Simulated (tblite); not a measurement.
## Geometry relaxation, with input and output: C$_{3}$H$_{10}$O$_{5}$Si (part 2 of 3)

The same run, continued: C$_{3}$H$_{10}$O$_{5}$Si; GFN2-xTB geometry optimisation, gas phase (tblite 0.8.0). 

Geometry of the input (Å):
```
O  -0.0733  0.9463  -1.3582
Si -0.0064  0.0112  -0.0294
O  -0.9913  0.6675  1.1129
O  -0.3750  -1.5139  -0.5132
O  1.4853  -0.0947  0.7211
H  -0.2099  1.8954  -1.2213
H  -0.8577  0.4467  2.0189
H  -1.0366  -1.6090  -1.1657
H  2.1230  -0.7233  0.3319
O  0.7164  1.6070  0.5913
C  1.1881  2.6513  0.9645
C  0.5337  3.4571  2.0653
C  2.4508  3.2236  0.3967
H  0.0734  4.3500  1.6082
H  1.2774  3.8480  2.7909
H  -0.2322  2.8701  2.5960
H  3.2751  3.1519  1.1255
H  2.7417  2.6481  -0.5225
H  2.3445  4.2958  0.1493
```

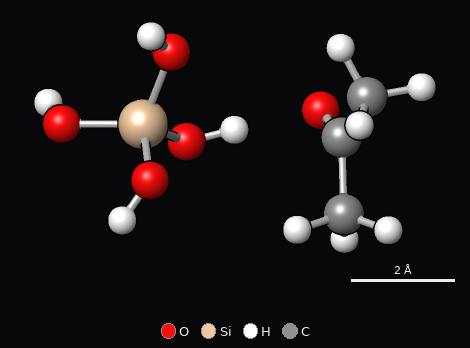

The geometry at step 123 of the log (ball-and-stick view, seen at a tilt).

**Trajectory as extended XYZ, continued**
```
19
Properties=species:S:1:pos:R:3:forces:R:3 step=61 energy=-918.74660
O    -0.2254    0.4944   -1.3046   -0.0070  -0.0090  -0.0110
Si   -0.2142   -0.6181   -0.1226    0.0010   0.0130  -0.0060
O    -1.3348   -0.3240    1.0226    0.0150   0.0030   0.0090
O    -0.5220   -2.0498   -0.8149    0.0270  -0.0090   0.0330
O     1.2259   -0.7115    0.6405    0.0080   0.0040   0.0050
H    -0.0640    1.4108   -1.0678   -0.0020  -0.0120   0.0000
H    -1.0777    0.2087    1.7675   -0.0110  -0.0010   0.0090
H    -1.3929   -2.1834   -1.1738   -0.0130   0.0080  -0.0380
H     1.9448   -1.1092    0.1592   -0.0060  -0.0090   0.0030
O     0.4891    2.8626    0.0508    0.0290   0.0190  -0.0090
C     1.2330    3.3926    0.8409   -0.0160   0.0190  -0.0090
C     0.7491    3.8738    2.1843    0.0030   0.0020   0.0140
C     2.6830    3.6598    0.5422   -0.0240  -0.0130   0.0020
H     0.1965    4.8016    2.0384    0.0150   0.0040  -0.0080
H     1.5668    4.0542    2.8732    0.0170   0.0110   0.0120
H     0.0570    3.1500    2.6068   -0.0140  -0.0070  -0.0010
H     3.3067    3.3162    1.3642   -0.0080  -0.0050  -0.0240
H     2.9795    3.1652   -0.3791   -0.0130   0.0180   0.0000
H     2.8264    4.7350    0.4343   -0.0010  -0.0350   0.0200
19
Properties=species:S:1:pos:R:3:forces:R:3 step=72 energy=-918.75440
O    -0.2102    0.5071   -1.2829   -0.0140  -0.0260   0.0500
Si   -0.1974   -0.5994   -0.0935    0.0320  -0.0040   0.0290
O    -1.3173   -0.3221    1.0586    0.0400   0.0320  -0.0440
O    -0.5011   -2.0361   -0.7818    0.0660   0.0580   0.0450
O     1.2533   -0.6847    0.6560   -0.0320  -0.0340  -0.0250
H    -0.0238    1.4230   -1.0603   -0.0440  -0.0180   0.0050
H    -1.0843    0.2061    1.8152    0.0230  -0.0200  -0.0490
H    -1.3291   -2.1297   -1.2397   -0.0420  -0.0090  -0.0350
H     1.9425   -1.1566    0.1970   -0.0260   0.0240   0.0280
O     0.4402    2.9177    0.0154   -0.0010  -0.0510  -0.0160
C     1.2041    3.3973    0.8178   -0.0600   0.1020   0.0290
C     0.7423    3.8734    2.1705   -0.0110   0.0150   0.0410
C     2.6580    3.6282    0.5234   -0.0190  -0.0030   0.0010
H     0.2299    4.8263    2.0364   -0.0030  -0.0140   0.0000
H     1.5678    4.0162    2.8598    0.0210  -0.0150  -0.0010
H     0.0231    3.1735    2.5884   -0.0140   0.0010  -0.0160
H     3.2701    3.1673    1.2959    0.0030  -0.0050  -0.0490
H     2.9125    3.2192   -0.4509    0.0430   0.0330   0.0220
H     2.8462    4.7023    0.5368    0.0370  -0.0650  -0.0150
19
Properties=species:S:1:pos:R:3:forces:R:3 step=82 energy=-918.76805
O    -0.1619    0.5365   -1.2329    0.0300  -0.0230  -0.0120
Si   -0.1513   -0.5744   -0.0519    0.0030  -0.0210   0.0150
O    -1.2905   -0.2769    1.0735    0.0130   0.0000  -0.0110
O    -0.4498   -2.0048   -0.7539   -0.0280   0.0250  -0.0430
O     1.2877   -0.6852    0.7143    0.0060  -0.0100   0.0010
H    -0.0325    1.4592   -1.0001   -0.0270   0.0420  -0.0230
H    -1.0519    0.1943    1.8636    0.0320  -0.0020   0.0200
H    -1.2205   -2.0461   -1.3126    0.0210  -0.0430   0.0140
H     1.9582   -1.2129    0.2885   -0.0450   0.0400   0.0310
O     0.3524    3.0077   -0.0316   -0.0080   0.0080  -0.0210
C     1.1425    3.4386    0.7737    0.0070  -0.0080  -0.0160
C     0.7174    3.8800    2.1500    0.0150   0.0020  -0.0070
C     2.6105    3.5789    0.4791    0.0430  -0.0040  -0.0140
H     0.2723    4.8715    2.0762    0.0390   0.0300  -0.0270
H     1.5621    3.9211    2.8291   -0.0190  -0.0010   0.0540
H    -0.0540    3.2166    2.5353    0.0380  -0.0180  -0.0170
H     3.1616    2.8937    1.1221   -0.0150   0.0050  -0.0120
H     2.8278    3.3407   -0.5606   -0.0690   0.0000   0.0520
H     2.9468    4.5905    0.7002   -0.0360  -0.0220   0.0180
19
Properties=species:S:1:pos:R:3:forces:R:3 step=92 energy=-918.77866
O    -0.0847    0.5756   -1.2115   -0.0330  -0.0410  -0.0250
Si   -0.1167   -0.5308   -0.0281    0.0200   0.0160   0.0010
O    -1.2533   -0.1836    1.0859   -0.0170   0.0290  -0.0030
O    -0.3999   -1.9595   -0.7421    0.0370  -0.0050   0.0460
O     1.2967   -0.6658    0.7817    0.0300  -0.0210  -0.0200
H    -0.0778    1.5092   -0.9829    0.0400   0.0100  -0.0190
H    -0.9768    0.1773    1.9222    0.0080  -0.0600  -0.0230
H    -1.1191   -2.0111   -1.3627   -0.0330   0.0180   0.0010
H     1.9648   -1.2164    0.3824   -0.0290   0.0430   0.0230
O     0.2798    3.0618   -0.0614   -0.0480   0.0440  -0.0070
C     1.0928    3.4426    0.7464    0.0750  -0.0400  -0.0320
C     0.7038    3.8725    2.1328   -0.0040  -0.0190  -0.0130
C     2.5623    3.5176    0.4470    0.0320  -0.0090   0.0170
H     0.3474    4.8987    2.0778   -0.0490   0.0530   0.0240
H     1.5430    3.8325    2.8167    0.0440  -0.0270   0.0530
H    -0.1104    3.2503    2.4905   -0.0710   0.0230   0.0460
H     3.0500    2.6865    0.9580   -0.0130   0.0170  -0.0460
H     2.7380    3.4284   -0.6219    0.0270  -0.0010   0.0270
H     2.9869    4.4433    0.8314   -0.0180  -0.0310  -0.0500
19
Properties=species:S:1:pos:R:3:forces:R:3 step=102 energy=-918.80780
O     0.0142    0.6349   -1.2187    0.0090   0.0920  -0.0150
Si   -0.0439   -0.4336   -0.0080   -0.0020   0.0340   0.0200
O    -1.1844    0.0294    1.0577    0.1280   0.0390   0.3210
O    -0.3278   -1.8893   -0.6732   -0.0150  -0.0020  -0.0150
O     1.3386   -0.5906    0.8520    0.0370  -0.0110  -0.0750
H    -0.0313    1.5763   -1.0093    0.0210  -0.1010  -0.0510
H    -0.9448   -0.0039    1.9842   -0.1370  -0.0440  -0.2250
H    -1.0448   -1.9447   -1.2976    0.0100  -0.0250  -0.0040
H     2.0048   -1.1582    0.4727   -0.0230   0.0460   0.0380
O     0.1839    3.1673   -0.1154   -0.1430  -0.0370   0.0630
C     1.0224    3.4224    0.7149    0.0700   0.0390   0.0470
C     0.6757    3.8404    2.1227   -0.0300   0.0220  -0.0050
C     2.4916    3.4002    0.3959    0.0300   0.1810   0.0750
H     0.4495    4.9069    2.1001    0.0560   0.0120   0.0100
H     1.4860    3.6675    2.8240    0.0840   0.0000  -0.0920
H    -0.2162    3.3364    2.4800   -0.1030  -0.0940  -0.1230
H     2.9168    2.4611    0.7476   -0.0430   0.0180  -0.0070
H     2.6517    3.4830   -0.6781   -0.0250  -0.0820   0.0750
H     2.9849    4.2235    0.9106    0.0760  -0.0850  -0.0390
19
Properties=species:S:1:pos:R:3:forces:R:3 step=113 energy=-918.84806
O     0.0715    0.6652   -1.2303   -0.0290   0.0260   0.0180
Si    0.0041   -0.3623    0.0113    0.0030  -0.0020   0.0070
O    -1.1059    0.1644    1.0795    0.0760  -0.0320   0.2040
O    -0.3114   -1.8390   -0.6002   -0.0490   0.0120  -0.0220
O     1.4026   -0.5092    0.8453    0.0120  -0.0310  -0.0150
H     0.0348    1.6082   -1.0321   -0.0250   0.0150  -0.0430
H    -1.0225   -0.1380    1.9832   -0.0610   0.0450  -0.1840
H    -1.0292   -1.8995   -1.2251    0.0600  -0.0250   0.0260
H     2.0442   -1.1123    0.4816    0.0320   0.0100   0.0140
O     0.1263    3.1740   -0.1128    0.0340   0.0460  -0.0090
C     0.9833    3.4251    0.7020    0.0020  -0.0200  -0.0020
C     0.6554    3.8217    2.1140   -0.0080   0.0130   0.0000
C     2.4500    3.3597    0.3802   -0.0120  -0.0340  -0.0350
H     0.5078    4.9016    2.1367   -0.0120  -0.0100   0.0180
H     1.4639    3.5693    2.7934   -0.0310  -0.0270   0.0090
H    -0.2721    3.3449    2.4211    0.0120   0.0290   0.0120
H     2.8107    2.3801    0.6948   -0.0030   0.0270   0.0390
H     2.6085    3.4452   -0.6913    0.0060   0.0100  -0.0220
H     3.0047    4.1299    0.9107   -0.0070  -0.0520  -0.0160
19
Properties=species:S:1:pos:R:3:forces:R:3 step=123 energy=-918.86824
O     0.1041    0.7021   -1.2197   -0.0190  -0.0330  -0.0190
Si    0.0590   -0.3006    0.0430    0.0050   0.0040  -0.0050
O    -0.9997    0.2828    1.1320   -0.0280  -0.0640   0.0630
O    -0.2950   -1.7918   -0.5150   -0.0020   0.0050  -0.0050
O     1.4708   -0.4672    0.8491    0.0360   0.0190  -0.0300
H     0.0082    1.6500   -1.0753    0.0120  -0.0090   0.0670
H    -1.1013   -0.2001    1.9493    0.0110   0.0710  -0.0660
H    -0.9676   -1.8782   -1.1844    0.0310   0.0380   0.0270
H     2.1122   -1.0719    0.4872   -0.0090   0.0110  -0.0090
O     0.0879    3.2379   -0.1444    0.0300   0.0450   0.0590
C     0.9495    3.4241    0.6844   -0.0730  -0.0080  -0.0790
C     0.6351    3.8012    2.1050    0.0160  -0.0160   0.0300
C     2.4103    3.2928    0.3583    0.0180   0.0200   0.0110
H     0.5716    4.8868    2.1713    0.0050   0.0110  -0.0170
H     1.4125    3.4601    2.7818    0.0000  -0.0190  -0.0010
H    -0.3264    3.3883    2.3971   -0.0190  -0.0040  -0.0350
H     2.7190    2.2870    0.6437   -0.0010   0.0190   0.0220
H     2.5708    3.4081   -0.7105    0.0050  -0.0240  -0.0050
H     3.0060    4.0176    0.9091   -0.0190  -0.0640  -0.0050
19
Properties=species:S:1:pos:R:3:forces:R:3 step=133 energy=-918.88188
O     0.1340    0.7755   -1.1825   -0.0090  -0.0250  -0.0050
Si    0.1392   -0.2109    0.0923    0.0110   0.0300   0.0220
O    -0.8801    0.3890    1.2108   -0.0530  -0.0350  -0.0660
O    -0.2313   -1.7139   -0.4214   -0.0350   0.0360  -0.0330
O     1.5894   -0.3457    0.8322    0.0530  -0.0070  -0.0190
H     0.0192    1.7210   -1.0288   -0.0030   0.0170  -0.0310
H    -1.1544   -0.1930    1.9125    0.0280   0.0270   0.0790
H    -0.8742   -1.7818   -1.1214    0.0120  -0.0330   0.0100
H     2.1817   -1.0107    0.4930    0.0220   0.0160   0.0100
O     0.0215    3.3198   -0.1912    0.0280   0.0010   0.0020
C     0.8928    3.4041    0.6448   -0.0300   0.0120  -0.0070
C     0.5995    3.7502    2.0747    0.0020  -0.0100   0.0670
C     2.3404    3.1747    0.3260    0.0440   0.0130  -0.0020
H     0.6571    4.8323    2.1847   -0.0150   0.0240   0.0160
H     1.3224    3.2965    2.7462   -0.0060  -0.0170  -0.0230
H    -0.4056    3.4288    2.3312   -0.0260   0.0190   0.0010
H     2.5770    2.1431    0.5891   -0.0360   0.0150  -0.0020
H     2.5216    3.3114   -0.7370    0.0140  -0.0400  -0.0050
H     2.9766    3.8385    0.9068   -0.0010  -0.0430  -0.0140
19
Properties=species:S:1:pos:R:3:forces:R:3 step=143 energy=-918.90513
O     0.1353    0.8248   -1.1883   -0.0450  -0.0350  -0.0200
Si    0.1779   -0.1439    0.0975   -0.0220   0.0080  -0.0150
O    -0.8693    0.4179    1.2091    0.0060   0.0260  -0.0680
O    -0.1378   -1.6589   -0.4143    0.0250   0.0130  -0.0020
O     1.6403   -0.2067    0.8299    0.0230  -0.0550  -0.0070
H    -0.0144    1.7682   -1.0611    0.0080   0.0530  -0.0060
H    -0.9792   -0.0799    2.0125   -0.0050  -0.0040   0.0640
H    -0.7510   -1.7434   -1.1382   -0.0040  -0.0400   0.0120
H     2.2186   -0.9193    0.5722    0.0130   0.0240  -0.0040
O    -0.0195    3.3966   -0.2230    0.0480   0.0040   0.0830
C     0.8456    3.4009    0.6253   -0.0400  -0.0030  -0.0140
C     0.5662    3.7268    2.0652    0.0230   0.0210   0.0450
C     2.2712    3.0550    0.3119   -0.0170  -0.0210  -0.0010
H     0.7480    4.7893    2.2218    0.0090   0.0280  -0.0040
H     1.2296    3.1676    2.7194   -0.0380  -0.0140  -0.0190
H    -0.4723    3.5195    2.3108    0.0190  -0.0110  -0.0540
H     2.3845    1.9892    0.5110   -0.0070  -0.0250   0.0030
H     2.4818    3.2291   -0.7401    0.0210  -0.0120   0.0050
H     2.9717    3.5962    0.9405   -0.0200   0.0390   0.0000
19
Properties=species:S:1:pos:R:3:forces:R:3 step=154 energy=-918.91186
O     0.0915    0.8301   -1.2009    0.0050   0.0210   0.0060
Si    0.1708   -0.1467    0.0778    0.0050  -0.0080  -0.0060
O    -0.8857    0.4027    1.1867    0.0100  -0.0020   0.0000
O    -0.0973   -1.6671   -0.4416   -0.0290  -0.0010  -0.0130
O     1.6357   -0.1926    0.8111   -0.0160   0.0010  -0.0040
H    -0.0169    1.7787   -1.0604   -0.0220  -0.0230  -0.0270
H    -0.9258   -0.0168    2.0411    0.0160  -0.0090  -0.0200
H    -0.7513   -1.7906   -1.1242    0.0340   0.0110   0.0490
H     2.2308   -0.8914    0.5546   -0.0170   0.0130  -0.0250
O    -0.0189    3.4204   -0.2153    0.0010  -0.0340  -0.0380
C     0.8466    3.4049    0.6303    0.0370   0.0290   0.0410
C     0.5659    3.7355    2.0693   -0.0100   0.0100   0.0230
C     2.2664    3.0326    0.3220    0.0070  -0.0090   0.0130
H     0.7737    4.7914    2.2403    0.0140  -0.0030  -0.0240
H     1.1973    3.1494    2.7297    0.0050  -0.0190  -0.0030
H    -0.4822    3.5530    2.2891   -0.0180   0.0100   0.0030
H     2.3683    1.9678    0.5330   -0.0160  -0.0120   0.0140
H     2.4912    3.1923   -0.7292   -0.0180  -0.0020  -0.0030
H     2.9668    3.5753    0.9487    0.0120   0.0270   0.0140
19
Properties=species:S:1:pos:R:3:forces:R:3 step=164 energy=-918.91881
O     0.0439    0.8160   -1.2462   -0.0030   0.0140   0.0160
Si    0.1605   -0.1335    0.0503   -0.0020  -0.0240   0.0020
O    -0.8839    0.4186    1.1682    0.0170  -0.0060   0.0110
O    -0.0788   -1.6758   -0.4135   -0.0170  -0.0070  -0.0160
O     1.6406   -0.1539    0.7536    0.0030  -0.0050  -0.0070
H    -0.0528    1.7668   -1.1118   -0.0140  -0.0160  -0.0130
H    -0.9009    0.0058    2.0267    0.0060  -0.0010  -0.0090
H    -0.7599   -1.8558   -1.0538   -0.0130   0.0250   0.0010
H     2.2388   -0.8279    0.4425    0.0220   0.0170   0.0140
O     0.0012    3.3936   -0.2083   -0.0040  -0.0160  -0.0160
C     0.8553    3.3942    0.6489   -0.0020   0.0060   0.0070
C     0.5595    3.7464    2.0801   -0.0130   0.0040   0.0140
C     2.2782    3.0167    0.3616   -0.0120   0.0010  -0.0070
H     0.8365    4.7861    2.2534    0.0110  -0.0200   0.0000
H     1.1375    3.1167    2.7500    0.0070   0.0100   0.0050
H    -0.5026    3.6319    2.2816    0.0120   0.0150  -0.0240
H     2.3830    1.9639    0.6255    0.0080   0.0050   0.0200
H     2.4911    3.1203   -0.6990    0.0200   0.0100  -0.0050
H     2.9799    3.5989    0.9522   -0.0270  -0.0130   0.0070
19
Properties=species:S:1:pos:R:3:forces:R:3 step=174 energy=-918.92169
O     0.0142    0.7961   -1.2645    0.0080   0.0030  -0.0010
Si    0.1613   -0.1387    0.0394   -0.0130  -0.0070   0.0090
O    -0.8670    0.4226    1.1674    0.0040  -0.0120   0.0250
O    -0.0907   -1.6821   -0.4133   -0.0070  -0.0110  -0.0050
O     1.6471   -0.1414    0.7289    0.0010  -0.0050   0.0020
H    -0.0900    1.7461   -1.1359    0.0070   0.0140   0.0030
H    -0.8804    0.0095    2.0258    0.0090   0.0010  -0.0060
H    -0.7878   -1.8507   -1.0396   -0.0020   0.0000  -0.0010
H     2.2689   -0.7864    0.4044    0.0040  -0.0030  -0.0120
O     0.0025    3.3592   -0.2053    0.0360  -0.0020   0.0120
C     0.8556    3.3796    0.6529   -0.0180   0.0110  -0.0120
C     0.5576    3.7527    2.0786   -0.0060   0.0150   0.0160
C     2.2843    3.0125    0.3814   -0.0020   0.0100   0.0010
H     0.8748    4.7811    2.2512   -0.0060  -0.0190  -0.0130
H     1.1063    3.1077    2.7594   -0.0050  -0.0020  -0.0120
H    -0.5093    3.6778    2.2687   -0.0040   0.0140  -0.0050
H     2.4003    1.9679    0.6722    0.0050   0.0090  -0.0040
H     2.5103    3.0974   -0.6784   -0.0020   0.0030   0.0090
H     2.9690    3.6180    0.9689   -0.0080  -0.0190  -0.0060
```
